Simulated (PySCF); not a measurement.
Si2PH7: geometry relaxation

The run: geometry relaxation of Si2PH7. Method and program: PBE0-D3(BJ)/def2-SVPD geometry optimisation, gas phase (PySCF 2.14.0).

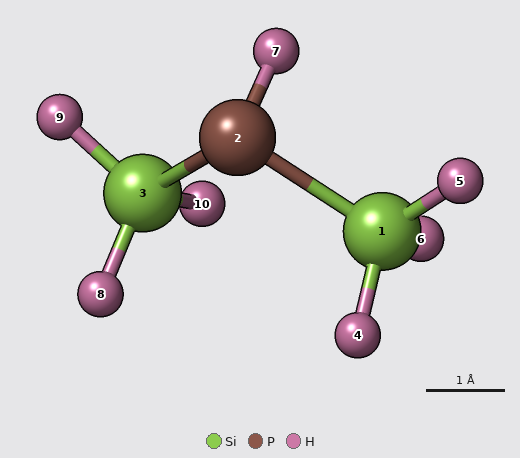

*The starting structure (ball-and-stick view, seen at a tilt; atoms are numbered from 1 in the order of the input).*

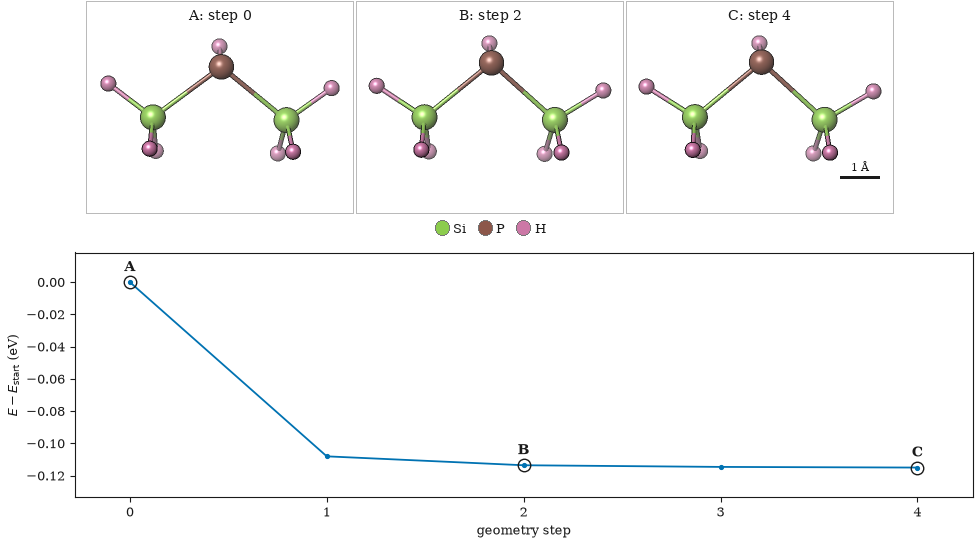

*Frames of the relaxation (ball-and-stick view, seen at a tilt) above the curves, on which the letters mark them (steps are counted from 0).*

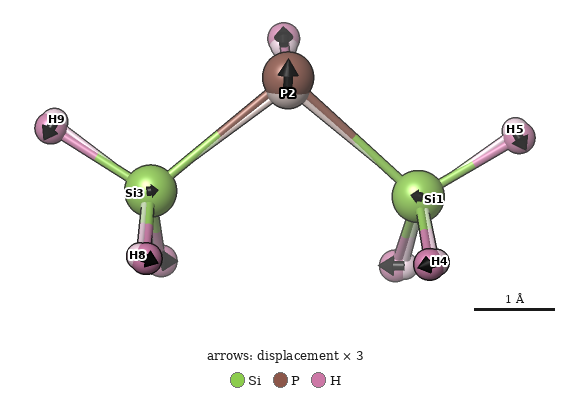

*Start (faint) and end (solid) with the displacements as black arrows, magnified 3 times (ball-and-stick view, seen at a tilt). The two geometries are laid on each other by the best rigid fit.*

Over 4 geometry steps the energy falls by 0.115 eV. Largest force component: 0.93 eV/Å at the start, 0.018 eV/Å at the end. P2 moves most after the best rigid fit: 0.12 Å. By element the largest moves are P 0.12 Å, H 0.11 Å, Si 0.05 Å. Distances before and after: P2–H7 1.379 → 1.429 Å, P2–Si3 2.229 → 2.264 Å, Si1–H4 1.461 → 1.493 Å, Si1–H6 1.466 → 1.494 Å. Among the angles that change: Si1–P2–Si3 102.8° → 96.6°. (Atoms are counted from 1 in the order of the input.)

The input that produced these results follows, with the program's output.

### Input
```
{"job": {"xc": "PBE0", "basis": "def2-SVPD", "d3": "d3bj", "grid": 2, "kind": "geom"}, "charge": 0, "multiplicity": 1}
Si     1.190324    -1.194108    -0.472781
P      0.063940    -0.297477     1.228687
Si    -1.387886     1.048532     0.204944
H      0.323664    -2.212365    -1.062017
H      2.398638    -1.791450     0.092737
H      1.564990    -0.218731    -1.501562
H      0.991954     0.684632     1.502732
H     -2.443808     0.193361    -0.333139
H     -1.911880     1.957989     1.222540
H     -0.789937     1.829617    -0.882141
```

The first line tells a small driver script what to run in PySCF; the rest is the geometry in Å.

Run as:
```bash
OMP_NUM_THREADS=1 python <driver script> task.json out
```

### What the program printed
```
step   0  E = -923.88360828  max force = 0.017996
step   1  E = -923.88757757  max force = 0.003396
step   2  E = -923.88778062  max force = 0.000959
step   3  E = -923.88781855  max force = 0.000569
step   4  E = -923.88783322  max force = 0.000358
optimisation converged
```

### Trajectory as extended XYZ (Å, eV, eV/Å), 5 frames, from step=0 to step=4
```
10
Properties=species:S:1:pos:R:3:forces:R:3 step=0 energy=-25140.15350
Si    1.1903   -1.1941   -0.4728   -0.2093   0.3106   0.1017
P     0.0639   -0.2975    1.2287   -0.6895  -0.9254   0.4489
Si   -1.3879    1.0485    0.2049    0.3407  -0.1722  -0.0397
H     0.3237   -2.2124   -1.0620   -0.2912  -0.4624  -0.2706
H     2.3986   -1.7914    0.0927    0.4803  -0.3023   0.1837
H     1.5650   -0.2187   -1.5016    0.1531   0.3338  -0.4101
H     0.9919    0.6846    1.5027    0.7966   0.8410   0.2463
H    -2.4438    0.1934   -0.3331   -0.4878  -0.2841  -0.2194
H    -1.9119    1.9580    1.2225   -0.2786   0.3546   0.3841
H    -0.7899    1.8296   -0.8821    0.1857   0.3063  -0.4249
10
Properties=species:S:1:pos:R:3:forces:R:3 step=1 energy=-25140.26151
Si    1.1660   -1.1509   -0.4692    0.1221  -0.0989  -0.0334
P     0.0817   -0.2948    1.3189    0.1425   0.1502   0.0558
Si   -1.3501    1.0414    0.1917   -0.1162   0.1045   0.0274
H     0.2952   -2.1937   -1.0908   -0.0323   0.0455   0.0242
H     2.4089   -1.8098    0.0358   -0.0092   0.0179  -0.0230
H     1.5379   -0.1492   -1.5159   -0.0317   0.0185   0.0398
H     1.0525    0.7404    1.5779   -0.1746  -0.1733  -0.0888
H    -2.4394    0.1890   -0.3733    0.0535  -0.0284   0.0027
H    -1.9518    1.9866    1.1810    0.0121   0.0001  -0.0290
H    -0.7317    1.8286   -0.9196    0.0338  -0.0360   0.0241
10
Properties=species:S:1:pos:R:3:forces:R:3 step=2 energy=-25140.26704
Si    1.1664   -1.1503   -0.4655    0.0307  -0.0434  -0.0174
P     0.0820   -0.2959    1.3251    0.0262   0.0187   0.0404
Si   -1.3484    1.0411    0.1946   -0.0493   0.0250   0.0021
H     0.2801   -2.1805   -1.0833   -0.0140   0.0116   0.0001
H     2.4140   -1.8106    0.0221   -0.0048   0.0063  -0.0082
H     1.5220   -0.1346   -1.5025   -0.0070   0.0146   0.0112
H     1.0448    0.7352    1.5671   -0.0170  -0.0144  -0.0158
H    -2.4231    0.1753   -0.3746    0.0124  -0.0109  -0.0067
H    -1.9568    1.9951    1.1692    0.0042  -0.0010  -0.0108
H    -0.7116    1.8127   -0.9155    0.0185  -0.0065   0.0051
10
Properties=species:S:1:pos:R:3:forces:R:3 step=3 energy=-25140.26807
Si    1.1623   -1.1483   -0.4626   -0.0095  -0.0039  -0.0073
P     0.0858   -0.2940    1.3349   -0.0074  -0.0171   0.0293
Si   -1.3451    1.0371    0.1949   -0.0047  -0.0077  -0.0091
H     0.2636   -2.1682   -1.0794   -0.0015   0.0015  -0.0044
H     2.4125   -1.8126    0.0100   -0.0001  -0.0040  -0.0022
H     1.5083   -0.1219   -1.4921    0.0040   0.0031   0.0009
H     1.0465    0.7378    1.5670    0.0201   0.0236  -0.0014
H    -2.4086    0.1613   -0.3798    0.0004   0.0002  -0.0053
H    -1.9620    1.9970    1.1570   -0.0045   0.0002  -0.0015
H    -0.6942    1.7994   -0.9134    0.0031   0.0041   0.0010
10
Properties=species:S:1:pos:R:3:forces:R:3 step=4 energy=-25140.26847
Si    1.1579   -1.1463   -0.4600   -0.0172   0.0112   0.0005
P     0.0907   -0.2903    1.3436   -0.0071  -0.0130   0.0164
Si   -1.3418    1.0331    0.1945    0.0127  -0.0139  -0.0075
H     0.2500   -2.1578   -1.0771    0.0018  -0.0015  -0.0039
H     2.4081   -1.8176    0.0019    0.0003  -0.0073   0.0002
H     1.5019   -0.1150   -1.4854    0.0071  -0.0023  -0.0016
H     1.0514    0.7438    1.5677    0.0152   0.0184  -0.0031
H    -2.3964    0.1501   -0.3854   -0.0026   0.0026  -0.0033
H    -1.9686    1.9948    1.1481   -0.0070  -0.0008   0.0016
H    -0.6840    1.7929   -0.9115   -0.0032   0.0066   0.0007
```

### Results in brief

```csv
quantity,value
outcome,converged
total energy,−923.887833 hartree
dipole moment,0.65 D
point group,Cs
hardware,"1 CPU thread, shared host"
wall time,44 s
peak memory,0.55 GiB
```
